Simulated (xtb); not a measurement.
# Molecular dynamics of C$_{3}$H$_{6}$OSi (part 3 of 3)

Continued. System: C$_{3}$H$_{6}$OSi. Method: GFN2-xTB (xtb 6.7.1). The geometry comes from this level: GFN2-xTB.

Geometry of the input (Å):
```
C  0.5469  0.9065  -0.6355
C  1.2685  0.5993  0.4286
O  0.8135  -0.3910  1.2558
Si -0.6143  -1.0355  0.7353
C  -0.7125  0.1042  -0.7984
H  0.8251  1.6695  -1.3409
H  2.1996  1.0422  0.7411
H  -0.4034  -2.4468  0.4312
H  -1.6333  -0.7841  1.7482
H  -0.7068  -0.4250  -1.7518
H  -1.5834  0.7606  -0.8137
```

**Trajectory as extended XYZ, continued**
```
11
Properties=species:S:1:pos:R:3 step=17 time_fs=850.0 energy=-415.55517
C     0.3533    0.9403   -0.5032
C     1.2661    0.5984    0.3897
O     0.9604   -0.5695    1.0334
Si   -0.6275   -0.9486    0.7879
C    -0.7648    0.0049   -0.8651
H     0.7241    1.6440   -1.2275
H     2.0614    1.1424    0.8716
H    -0.4633   -2.3861    0.6005
H    -1.3388   -0.5311    1.9909
H    -0.5059   -0.3664   -1.8572
H    -1.6802    0.5689   -1.0479
11
Properties=species:S:1:pos:R:3 step=18 time_fs=900.0 energy=-415.86472
C     0.4432    0.9299   -0.6060
C     1.3325    0.5773    0.3063
O     0.8348   -0.3230    1.2083
Si   -0.5765   -1.0673    0.7847
C    -0.7704    0.0570   -0.7512
H     0.6875    1.7898   -1.2046
H     2.2726    1.0476    0.5427
H    -0.5795   -2.4591    0.3471
H    -1.5986   -0.7292    1.7688
H    -0.6950   -0.5393   -1.6611
H    -1.5981    0.7465   -0.9218
11
Properties=species:S:1:pos:R:3 step=19 time_fs=950.0 energy=-415.88727
C     0.5595    0.8406   -0.7298
C     1.2715    0.6067    0.3592
O     0.7350   -0.2730    1.2593
Si   -0.5893   -1.1052    0.7313
C    -0.7678    0.1377   -0.7123
H     0.9506    1.5317   -1.4554
H     2.1755    1.1528    0.5720
H    -0.1724   -2.4739    0.4456
H    -1.5911   -0.9561    1.7808
H    -1.1189   -0.3836   -1.6034
H    -1.4396    0.9898   -0.6017
```

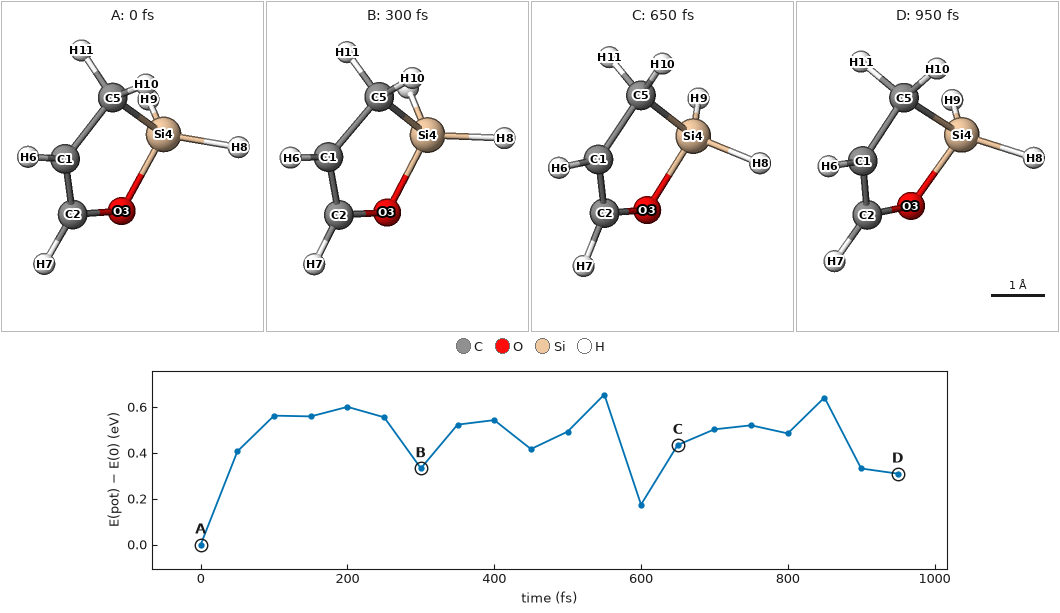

Frames of the molecular dynamics (ball-and-stick, seen at a tilt) above the curves, on which the letters mark them. The trajectory kept here has 20 frames over 950 fs. The potential energy ends 0.309 eV above its first value. After an unweighted best fit of the last frame on the first, the root-mean-square displacement is 0.20 Å.

**Key numbers**

```csv
quantity,value
outcome,finished
trajectory,"20 frames kept, 950 fs"
electrons treated,28
potential energy (first step),−15.294942 hartree
dispersion energy (first step),−0.006816 hartree
basis functions (first step),32
wall time,1.7 s
peak memory,0.071 GiB
```
